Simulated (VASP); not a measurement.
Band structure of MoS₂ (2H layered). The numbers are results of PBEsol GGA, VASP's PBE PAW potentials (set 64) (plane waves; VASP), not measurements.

Without a dispersion term in the relaxation, distances and binding between the weakly bound layers, chains or molecules are unreliable, and so is what depends on them.

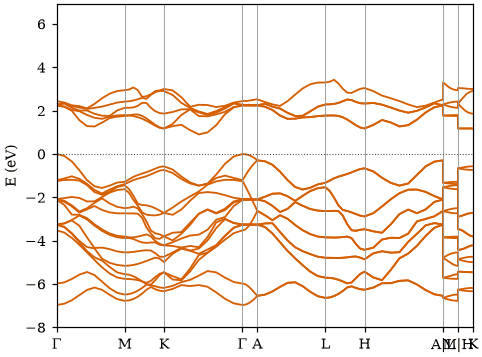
Figure: Bands along high-symmetry lines, zero at the valence-band maximum or, without a gap, the Fermi level

Q: Read the plot: is there a gap, and where are the band edges?

A: The gap is indirect, 0.91 eV, from the valence maximum at Γ to the conduction minimum at K-Γ at 0.44. (Edges off the drawn lines would not show.)

Measured: gap 1.29 eV (computed value off by -0.38 eV), as given by Wei Chen et al., Physical Review Materials (2018), doi:10.1103/physrevmaterials.2.073803.

The compound is MoS2 in the 2H layered structure. It was relaxed first.
